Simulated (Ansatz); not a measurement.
**CH₂F₃OSi radical: a spread of methods and bases**

Aim: run CH₂F₃OSi radical under a spread of inputs, and see what each costs and gives.

Program: Ansatz 0.2.0, Gaussian basis. Level of theory: the settings change from run to run. These are calculated values, not measurements.

2 further runs of the same task are left out: 2 that didn't finish.

**1. The relaxed structure**

The geometry comes from an earlier relaxation with PBE0-D4 in a triple-zeta def2 set; it is a stationary point, not always the lowest conformer.

SMILES `FC(F)(F)O[SiH2]`, 8 atoms, charge 0, spin multiplicity 2.

Atoms are counted from 1 here; the program's logs count them from 0.

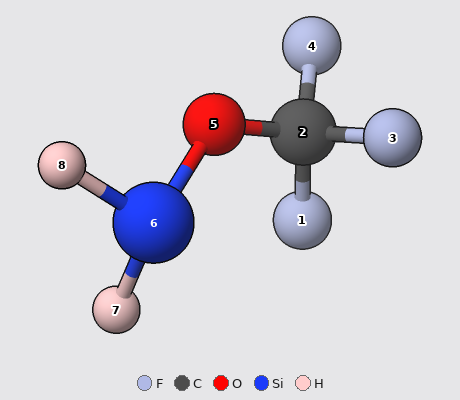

The structure; fluorine light blue, carbon dark grey, oxygen red, silicon blue, hydrogen pink; atoms are numbered from 1 in the order of the file.

As a file:

```xyz
8

F     0.48828   -1.62018    0.37635
C     1.03800   -0.50428   -0.12502
F     1.87265   -0.02873    0.80559
F     1.75898   -0.84450   -1.18441
O     0.12129    0.39545   -0.47386
Si   -1.22546    0.88781    0.40361
H    -2.13498   -0.27226    0.60571
H    -1.82667    1.92950   -0.46377
```

**2. wB97X/6-31G**

Set apart from the defaults: high accuracy, the search for lower states set to off.

Contents of in.yaml:

```yaml
crystal:
  periodic: [false, false, false]
  atoms:
    - {symbol: F, position_ang: [0.488283, -1.620183, 0.376349]}
    - {symbol: C, position_ang: [1.037999, -0.504279, -0.125017]}
    - {symbol: F, position_ang: [1.872655, -0.028733, 0.805586]}
    - {symbol: F, position_ang: [1.758977, -0.844503, -1.184414]}
    - {symbol: O, position_ang: [0.121291, 0.395446, -0.473855]}
    - {symbol: Si, position_ang: [-1.225456, 0.887806, 0.403611]}
    - {symbol: H, position_ang: [-2.134977, -0.272260, 0.605714]}
    - {symbol: H, position_ang: [-1.826671, 1.929504, -0.463775]}
basis:
  gaussian: {orbitals: 6-31G}
magnetization: {spin_polarized: true, initial_magnetization: 1}
hamiltonian: {xc: {name: wB97X}}
accuracy: high
scf: {lower_state_search: off}
output: {forces: true}
```

Launch:

```
> ansatz run in.yaml --threads 2 --pin off --events-out ev --progress --plain --max-ram 20480MiB --backend cpu
```

What it wrote, cut to the lines that bear on the results:

```text
Functional definition: wB97X
  name "wB97X"
  cite "Chai & Head-Gordon, J. Chem. Phys. 128, 084106 (2008) doi:10.1063/1.2834918"
  cite "Becke, J. Chem. Phys. 107, 8554 (1997) doi:10.1063/1.475007"
[...]
  # The coefficients of nought are those of the uniform gas.
[...]
      + exact_x_lr(omega)
[...]
      + integral(e_c_pw_opposite_spin*poly(b97_u_opposite, 1, cos1, cos2, cos3, cos4))
[...]
1474 factors; integrals over basis functions are off by at most 5.6e-9 eV
333 factors; integrals over basis functions are off by at most 1.8e-9 eV
[...]
mean field -19136.80750119 eV, -703.2647042746 hartree, gradient 8.8e-8 eV, S^2 0.751050; 0 other end points of the search recorded, 0 dependent functions left out
[...]
reference -19136.80749946 eV, -703.2647042113 hartree; 29, 28 occupied and 33, 34 virtual orbitals, 1474 factors
Total energy: -19136.80749946 eV, -703.2647042113 hartree
Atom 0 at     0.488283    -1.620183     0.376349 Å, force    -1.094192    -1.986827     0.959975 eV/Å
Atom 1 at     1.037999    -0.504279    -0.125017 Å, force    -0.576804     1.001631    -0.872091 eV/Å
Atom 2 at     1.872655    -0.028733     0.805586 Å, force     1.448861     0.882733     1.745857 eV/Å
Atom 3 at     1.758977    -0.844503    -1.184414 Å, force     1.346649    -0.654281    -1.924858 eV/Å
Atom 4 at     0.121291     0.395446    -0.473855 Å, force     1.028983    -0.218771    -1.049466 eV/Å
Atom 5 at    -1.225456     0.887806     0.403611 Å, force    -1.899719     1.028501     1.181562 eV/Å
Atom 6 at    -2.134977    -0.272260     0.605714 Å, force    -0.154919    -0.243014     0.053684 eV/Å
Atom 7 at    -1.826671     1.929504    -0.463775 Å, force    -0.098858     0.190027    -0.094663 eV/Å
Dipole moment:    -0.516118     0.236610     0.209471 e Å
Checks for a lower state left out: stability, starts, cluster_reference, orbital_swaps, neighbouring_geometries, increment
```

Wall time 12 s (2 threads of AMD EPYC 7R13, shared host).

Largest force 2.463 eV/Å, dipole 2.91 D, ⟨S²⟩ 0.751.

**3. wB97X-V/def2-SVP**

Changes to in.yaml since step 2:

```diff
@@ -12,7 +12,5 @@
 basis:
-  gaussian: {orbitals: 6-31G}
+  gaussian: {orbitals: def2-SVP}
 magnetization: {spin_polarized: true, initial_magnetization: 1}
-hamiltonian: {xc: {name: wB97X}}
-accuracy: high
-scf: {lower_state_search: off}
+hamiltonian: {xc: {name: wB97X-V}}
 output: {forces: true}
```

Same command.

What it wrote, cut to the lines that bear on the results:

```text
Functional definition: wB97X-V
  name "wB97X-V"
  cite "Mardirossian & Head-Gordon, Phys. Chem. Chem. Phys. 16, 9904 (2014) doi:10.1039/C3CP54374A"
  cite "Becke, J. Chem. Phys. 107, 8554 (1997) doi:10.1063/1.475007"
  cite "Vydrov & Van Voorhis, J. Chem. Phys. 133, 244103 (2010) doi:10.1063/1.3521275"
[...]
      + integral(e_c_pw_opposite_spin*poly(b97_u_opposite, cos0, cos1)) + vv10(b, c)
936 factors; integrals over basis functions are off by at most 1.2e-3 eV
229 factors; integrals over basis functions are off by at most 5.8e-6 eV
[...]
mean field -19128.51971704 eV, -702.9601338249 hartree, gradient 8.5e-6 eV, S^2 0.751115; 0 other end points of the search recorded, 0 dependent functions left out
[...]
reference -19128.51971631 eV, -702.9601337980 hartree; 29, 28 occupied and 69, 70 virtual orbitals, 936 factors
Total energy: -19128.51971631 eV, -702.9601337980 hartree
Atom 0 at     0.488283    -1.620183     0.376349 Å, force    -0.113439    -0.032436     0.044377 eV/Å
Atom 1 at     1.037999    -0.504279    -0.125017 Å, force     0.342508    -0.182206    -0.057275 eV/Å
Atom 2 at     1.872655    -0.028733     0.805586 Å, force     0.014027     0.069041     0.081606 eV/Å
Atom 3 at     1.758977    -0.844503    -1.184414 Å, force     0.065182    -0.038114    -0.111427 eV/Å
Atom 4 at     0.121291     0.395446    -0.473855 Å, force     0.356366    -0.103748    -0.301311 eV/Å
Atom 5 at    -1.225456     0.887806     0.403611 Å, force    -0.528677     0.290721     0.343173 eV/Å
Atom 6 at    -2.134977    -0.272260     0.605714 Å, force    -0.070910    -0.086198     0.022144 eV/Å
Atom 7 at    -1.826671     1.929504    -0.463775 Å, force    -0.065057     0.082939    -0.021287 eV/Å
Dipole moment:    -0.372917     0.194706     0.123486 e Å
```

Wall time 7.5 s (2 threads of AMD EPYC 7R13, shared host).

Largest force 0.694 eV/Å, dipole 2.11 D, ⟨S²⟩ 0.751.

**4. BLYP/6-31G***

Set apart from the defaults: a grid of angular degree 47, D3(BJ) with three-body dispersion.

Changes to in.yaml since step 3:

```diff
@@ -12,5 +12,5 @@
 basis:
-  gaussian: {orbitals: def2-SVP}
+  gaussian: {orbitals: "6-31G*", final_grid: {core_spheres: 20, valence_spheres: 16, degree: 47}}
 magnetization: {spin_polarized: true, initial_magnetization: 1}
-hamiltonian: {xc: {name: wB97X-V}}
+hamiltonian: {xc: {name: BLYP}, dispersion: d3bjatm}
 output: {forces: true}
```

The command is unchanged.

What it wrote, cut to the lines that bear on the results:

```text
Functional definition: BLYP
  name "BLYP"
  cite "Becke, Phys. Rev. A 38, 3098 (1988) doi:10.1103/PhysRevA.38.3098"
  cite "Lee, Yang & Parr, Phys. Rev. B 37, 785 (1988) doi:10.1103/PhysRevB.37.785"
[...]
972 factors; their error is unknown
[...]
mean field -19142.07646654 eV, -703.4583351800 hartree, gradient 3.8e-5 eV, S^2 0.750852; 0 other end points of the search recorded, 0 dependent functions left out
[...]
reference -19142.07674288 eV, -703.4583453350 hartree; 29, 28 occupied and 69, 70 virtual orbitals, 972 factors
Total energy: -19142.38400733 eV, -703.4696370956 hartree
Atom 0 at     0.488283    -1.620183     0.376349 Å, force    -0.690077    -1.212244     0.553366 eV/Å
Atom 1 at     1.037999    -0.504279    -0.125017 Å, force     0.120774    -0.102502     0.066373 eV/Å
Atom 2 at     1.872655    -0.028733     0.805586 Å, force     0.866585     0.606113     1.036652 eV/Å
Atom 3 at     1.758977    -0.844503    -1.184414 Å, force     0.763001    -0.325800    -1.253675 eV/Å
Atom 4 at     0.121291     0.395446    -0.473855 Å, force    -0.337404     0.785699    -0.882526 eV/Å
Atom 5 at    -1.225456     0.887806     0.403611 Å, force    -0.373656     0.273829     0.621186 eV/Å
Atom 6 at    -2.134977    -0.272260     0.605714 Å, force    -0.215640    -0.176676     0.016799 eV/Å
Atom 7 at    -1.826671     1.929504    -0.463775 Å, force    -0.133583     0.151581    -0.158177 eV/Å
Dipole moment:    -0.301484     0.144512     0.089936 e Å
```

Run time: 3.5 s. Hardware: 2 threads of AMD EPYC 7R13, shared host.

Largest force 1.503 eV/Å, dipole 1.66 D, ⟨S²⟩ 0.751.

**5. r2SCAN50/6-31G**

Changes to in.yaml since step 4:

```diff
@@ -12,5 +12,4 @@
 basis:
-  gaussian: {orbitals: "6-31G*", final_grid: {core_spheres: 20, valence_spheres: 16, degree: 47}}
+  gaussian: {orbitals: 6-31G}
 magnetization: {spin_polarized: true, initial_magnetization: 1}
-hamiltonian: {xc: {name: BLYP}, dispersion: d3bjatm}
-output: {forces: true}
+hamiltonian: {xc: {name: r2SCAN50}}
```

Launched as before.

What it wrote, cut to the lines that bear on the results:

```text
Functional definition: r2SCAN50
  name "r2SCAN50"
  cite "Bursch, Neugebauer, Ehlert & Grimme, J. Chem. Phys. 156, 134105 (2022) doi:10.1063/5.0086040"
  cite "Furness, Kaplan, Ning, Perdew & Sun, J. Phys. Chem. Lett. 11, 8208 (2020) doi:10.1021/acs.jpclett.0c02405"
  cite "Furness, Kaplan, Ning, Perdew & Sun, J. Phys. Chem. Lett. 11, 9248 (2020) doi:10.1021/acs.jpclett.0c03077"
  parent r2scan
[...]
631 factors; integrals over basis functions are off by at most 1.8e-4 eV
[...]
mean field -19130.73677891 eV, -703.0416093459 hartree, gradient 7.2e-5 eV, S^2 0.751146; 0 other end points of the search recorded, 0 dependent functions left out
reference -19130.73678428 eV, -703.0416095431 hartree; 29, 28 occupied and 33, 34 virtual orbitals, 631 factors
Total energy: -19130.73678428 eV, -703.0416095431 hartree
```

It took 2.5 s on 2 threads of AMD EPYC 7R13, shared host.

⟨S²⟩ 0.751.

**6. r2SCAN/6-31G***

This run has rVV10 dispersion, relativity set to none.

Changes to in.yaml since step 5:

```diff
@@ -12,4 +12,5 @@
 basis:
-  gaussian: {orbitals: 6-31G}
+  gaussian: {orbitals: "6-31G*"}
 magnetization: {spin_polarized: true, initial_magnetization: 1}
-hamiltonian: {xc: {name: r2SCAN50}}
+hamiltonian: {xc: {name: r2SCAN}, dispersion: rvv10, pseudopotentials: {relativity: none}}
+output: {forces: true}
```

Launched as before.

What it wrote, cut to the lines that bear on the results:

```text
Functional definition: r2SCAN+rVV10
  name "r2SCAN+rVV10"
  cite "Furness, Kaplan, Ning, Perdew & Sun, J. Phys. Chem. Lett. 11, 8208 (2020) doi:10.1021/acs.jpclett.0c02405"
  cite "Furness, Kaplan, Ning, Perdew & Sun, J. Phys. Chem. Lett. 11, 9248 (2020) doi:10.1021/acs.jpclett.0c03077"
  cite "Vydrov & Van Voorhis, J. Chem. Phys. 133, 244103 (2010) doi:10.1063/1.3521275"
  cite "Sabatini, Gorni & de Gironcoli, Phys. Rev. B 87, 041108(R) (2013) doi:10.1103/PhysRevB.87.041108"
  cite "Ning et al., Phys. Rev. B 106, 075422 (2022) doi:10.1103/PhysRevB.106.075422"
  parent "r2scan"
[...]
972 factors; their error is unknown
[...]
mean field -19135.93019086 eV, -703.2324637146 hartree, gradient 4.7e-5 eV, S^2 0.752089; 0 other end points of the search recorded, 0 dependent functions left out
[...]
reference -19135.93020048 eV, -703.2324640682 hartree; 29, 28 occupied and 69, 70 virtual orbitals, 972 factors
Total energy: -19135.93020048 eV, -703.2324640682 hartree
Atom 0 at     0.488283    -1.620183     0.376349 Å, force    -0.316318    -0.462230     0.229338 eV/Å
Atom 1 at     1.037999    -0.504279    -0.125017 Å, force     0.080945    -0.074929     0.073171 eV/Å
Atom 2 at     1.872655    -0.028733     0.805586 Å, force     0.325174     0.258031     0.421279 eV/Å
Atom 3 at     1.758977    -0.844503    -1.184414 Å, force     0.287409    -0.109996    -0.501409 eV/Å
Atom 4 at     0.121291     0.395446    -0.473855 Å, force    -0.059891     0.327738    -0.485132 eV/Å
Atom 5 at    -1.225456     0.887806     0.403611 Å, force    -0.180635     0.061114     0.276902 eV/Å
Atom 6 at    -2.134977    -0.272260     0.605714 Å, force    -0.084955    -0.026836     0.007024 eV/Å
Atom 7 at    -1.826671     1.929504    -0.463775 Å, force    -0.051729     0.027109    -0.021173 eV/Å
Dipole moment:    -0.332078     0.169949     0.111063 e Å
```

Wall time 5.5 s (2 threads of AMD EPYC 7R13, shared host).

Largest force 0.605 eV/Å, dipole 1.87 D, ⟨S²⟩ 0.752.

**7. RPBE/6-31G***

Options: D3(BJ) with three-body dispersion, high accuracy.

Changes to in.yaml since step 6:

```diff
@@ -14,3 +14,3 @@
 magnetization: {spin_polarized: true, initial_magnetization: 1}
-hamiltonian: {xc: {name: r2SCAN}, dispersion: rvv10, pseudopotentials: {relativity: none}}
-output: {forces: true}
+hamiltonian: {xc: {name: RPBE}, dispersion: d3bjatm}
+accuracy: high
```

Launched as before.

What it wrote:

```text
Functional definition: RPBE
  name "RPBE"
  cite "Hammer, Hansen & Nørskov, Phys. Rev. B 59, 7413 (1999) doi:10.1103/PhysRevB.59.7413"
  cite "Perdew, Burke & Ernzerhof, Phys. Rev. Lett. 77, 3865 (1996) doi:10.1103/PhysRevLett.77.3865"
  parameter kappa = 0.804
  parameter beta = 0.06672455060314922
  exchange = rpbe_x(kappa = kappa, mu = beta*pi^2/3)
  correlation = pbe_c(beta = beta)
2135 factors; integrals over basis functions are off by at most 3.9e-9 eV
mean field evaluation 1: about -19136.6928 eV, gradient 4.0e1 eV
mean field evaluation 2: about -19119.3958 eV, gradient 7.9e1 eV
mean field evaluation 4: about -19141.5801 eV, gradient 4.7e0 eV
mean field evaluation 8: about -19141.6388 eV, gradient 1.0e-1 eV
mean field evaluation 16: about -19141.6388 eV, gradient 4.2e-5 eV
mean field -19141.63878899 eV, -703.4422508264 hartree, gradient 7.4e-8 eV, S^2 0.751384; 0 other end points of the search recorded, 0 dependent functions left out
reference -19141.63879199 eV, -703.4422509368 hartree; 29, 28 occupied and 69, 70 virtual orbitals, 2135 factors
Total energy: -19142.43652265 eV, -703.4715669978 hartree
```

Run time: 4.3 s. Hardware: 2 threads of AMD EPYC 7R13, shared host.

⟨S²⟩ 0.751.

**8. B97M-V/6-31G**

This run has restricted open-shell orbitals.

Changes to in.yaml since step 7:

```diff
@@ -12,5 +12,4 @@
 basis:
-  gaussian: {orbitals: "6-31G*"}
-magnetization: {spin_polarized: true, initial_magnetization: 1}
-hamiltonian: {xc: {name: RPBE}, dispersion: d3bjatm}
-accuracy: high
+  gaussian: {orbitals: 6-31G}
+magnetization: {spin_polarized: false, initial_magnetization: 1}
+hamiltonian: {xc: {name: B97M-V}}
```

Same command.

What it wrote, cut to the lines that bear on the results:

```text
Functional definition: B97M-V
  name "B97M-V"
  cite "Mardirossian & Head-Gordon, J. Chem. Phys. 142, 074111 (2015) doi:10.1063/1.4907719"
  cite "Becke, J. Chem. Phys. 107, 8554 (1997) doi:10.1063/1.475007"
  cite "Vydrov & Van Voorhis, J. Chem. Phys. 133, 244103 (2010) doi:10.1063/1.3521275"
  # Of w^i u^j: cxij and so on, Table III.
[...]
  gx(w, u) = cx00 + cx01*u + cx02*u^2 + (cx10 + cx11*u)*w
  gss(w, u) = css00 + css02*u^2 + css10*w + (css32*w^3 + css42*w^4)*u^2
  gos(w, u) = cos00 + cos01*u + cos03*u^3 + cos10*w + cos32*w^3*u^2
[...]
      + integral(e_c_pw_mod_opposite_spin*gos(b97_w_opposite, b97_u_opposite)) + vv10(b, c)
828 factors; their error is unknown
[...]
mean field -19134.12912859 eV, -703.1662758971 hartree, gradient 5.4e-5 eV, S^2 0.750000; 0 other end points of the search recorded, 0 dependent functions left out
reference -19134.12917160 eV, -703.1662774776 hartree; 29, 28 occupied and 33, 34 virtual orbitals, 828 factors
Total energy: -19134.12917160 eV, -703.1662774776 hartree
```

It took 5.5 s on 2 threads of AMD EPYC 7R13, shared host.

**9. wB97X-V/6-31G**

Set apart from the defaults: relativity set to none.

Changes to in.yaml since step 8:

```diff
@@ -13,3 +13,4 @@
   gaussian: {orbitals: 6-31G}
-magnetization: {spin_polarized: false, initial_magnetization: 1}
-hamiltonian: {xc: {name: B97M-V}}
+magnetization: {spin_polarized: true, initial_magnetization: 1}
+hamiltonian: {xc: {name: wB97X-V}, pseudopotentials: {relativity: none}}
+output: {forces: true}
```

The command is unchanged.

What it wrote, cut to the lines that bear on the results:

```text
Functional definition: wB97X-V
  name "wB97X-V"
  cite "Mardirossian & Head-Gordon, Phys. Chem. Chem. Phys. 16, 9904 (2014) doi:10.1039/C3CP54374A"
  cite "Becke, J. Chem. Phys. 107, 8554 (1997) doi:10.1063/1.475007"
  cite "Vydrov & Van Voorhis, J. Chem. Phys. 133, 244103 (2010) doi:10.1063/1.3521275"
[...]
      + integral(e_c_pw_opposite_spin*poly(b97_u_opposite, cos0, cos1)) + vv10(b, c)
631 factors; integrals over basis functions are off by at most 1.8e-4 eV
275 factors; integrals over basis functions are off by at most 3.0e-6 eV
[...]
mean field -19134.43971101 eV, -703.1776895905 hartree, gradient 7.3e-5 eV, S^2 0.750617; 0 other end points of the search recorded, 0 dependent functions left out
[...]
reference -19134.43971066 eV, -703.1776895778 hartree; 29, 28 occupied and 33, 34 virtual orbitals, 631 factors
Total energy: -19134.43971066 eV, -703.1776895778 hartree
Atom 0 at     0.488283    -1.620183     0.376349 Å, force    -1.162829    -2.079067     1.008654 eV/Å
Atom 1 at     1.037999    -0.504279    -0.125017 Å, force    -0.486229     0.907177    -0.826094 eV/Å
Atom 2 at     1.872655    -0.028733     0.805586 Å, force     1.516044     0.939534     1.835807 eV/Å
Atom 3 at     1.758977    -0.844503    -1.184414 Å, force     1.414010    -0.681860    -2.041445 eV/Å
Atom 4 at     0.121291     0.395446    -0.473855 Å, force     0.885741    -0.055523    -1.131570 eV/Å
Atom 5 at    -1.225456     0.887806     0.403611 Å, force    -1.895457     1.017354     1.193847 eV/Å
Atom 6 at    -2.134977    -0.272260     0.605714 Å, force    -0.164850    -0.254430     0.061278 eV/Å
Atom 7 at    -1.826671     1.929504    -0.463775 Å, force    -0.106430     0.206816    -0.100477 eV/Å
Dipole moment:    -0.507084     0.231803     0.206453 e Å
```

Wall time 6 s (2 threads of AMD EPYC 7R13, shared host).

Largest force 2.587 eV/Å, dipole 2.86 D, ⟨S²⟩ 0.751.

**10. B2PLYP/6-31++G****

Set apart from the defaults: high accuracy.

Changes to in.yaml since step 9:

```diff
@@ -12,5 +12,5 @@
 basis:
-  gaussian: {orbitals: 6-31G}
+  gaussian: {orbitals: "6-31++G**"}
 magnetization: {spin_polarized: true, initial_magnetization: 1}
-hamiltonian: {xc: {name: wB97X-V}, pseudopotentials: {relativity: none}}
-output: {forces: true}
+hamiltonian: {xc: {name: B2PLYP}}
+accuracy: high
```

Same command.

What it wrote, cut to the lines that bear on the results:

```text
Functional definition: B2PLYP
  name "B2PLYP"
  cite "Grimme, J. Chem. Phys. 124, 034108 (2006) doi:10.1063/1.2148954"
  cite "Becke, Phys. Rev. A 38, 3098 (1988) doi:10.1103/PhysRevA.38.3098"
  cite "Lee, Yang & Parr, Phys. Rev. B 37, 785 (1988) doi:10.1103/PhysRevB.37.785"
[...]
2686 factors; integrals over basis functions are off by at most 3.2e-9 eV
[...]
mean field -19124.11975896 eV, -702.7984383477 hartree, gradient 4.9e-8 eV, S^2 0.751717; 0 other end points of the search recorded, 0 dependent functions left out
10 core orbitals not correlated: weight in the atoms' cores, before any rotation towards them, 1.000 or more for the frozen orbitals, at most 0.000 for the correlated occupied ones
reference -19124.11978732 eV, -702.7984393901 hartree; 19, 18 occupied and 101, 102 virtual orbitals, 2686 factors
second order -30.01946251 eV of doubles, -0.00000000 eV of singles
Total energy: -19132.22504220 eV, -703.0963020129 hartree
```

Wall time 13 s (2 threads of AMD EPYC 7R13, shared host); peak memory 0.88 GiB.

⟨S²⟩ 0.752.

**11. All runs side by side**

```
           level  charge  multiplicity  geometry  functions  energy (eV)   time
     wB97X/6-31G       0             2   relaxed         62   -19136.807   12 s
wB97X-V/def2-SVP       0             2   relaxed         98   -19128.520  7.5 s
     BLYP/6-31G*       0             2   relaxed         98   -19142.384  3.5 s
  r2SCAN50/6-31G       0             2   relaxed         62   -19130.737  2.5 s
   r2SCAN/6-31G*       0             2   relaxed         98   -19135.930  5.5 s
     RPBE/6-31G*       0             2   relaxed         98   -19142.437  4.3 s
    B97M-V/6-31G       0             2   relaxed         62   -19134.129  5.5 s
   wB97X-V/6-31G       0             2   relaxed         62   -19134.440    6 s
B2PLYP/6-31++G**       0             2   relaxed        130   -19132.225   13 s
```

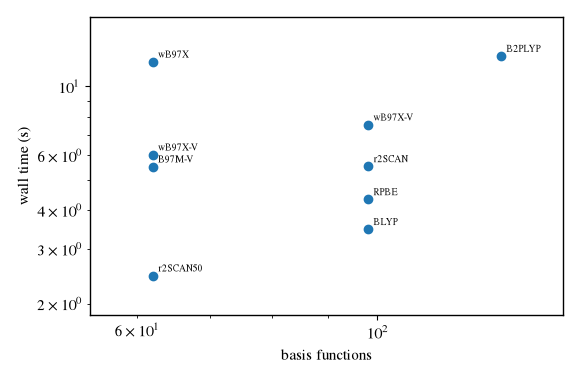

Wall time against the number of basis functions (shared host).

**12. Summary of results**

```
                                         quantity                   value
                                             runs                       9
                                         quickest   r2SCAN50/6-31G, 2.5 s
                                          slowest  B2PLYP/6-31++G**, 13 s
spread of total energies, same state and geometry                 13.9 eV
                  dipole, same state and geometry          1.66 to 2.91 D
```

In words: B2PLYP/6-31++G** took 5 times as long as r2SCAN50/6-31G. The jobs differ in tasks and options as well as level. Total energies at one charge and spin differ by 14 eV between levels, so only differences within one level mean anything. At the PBE0-D4/def2-TZVP geometry and in the same state, runs without warnings or point charges leave forces up to 2.59 eV/Å (wB97X-V/6-31G). At that geometry and state the dipole changes by 75 % between the lowest and highest value.
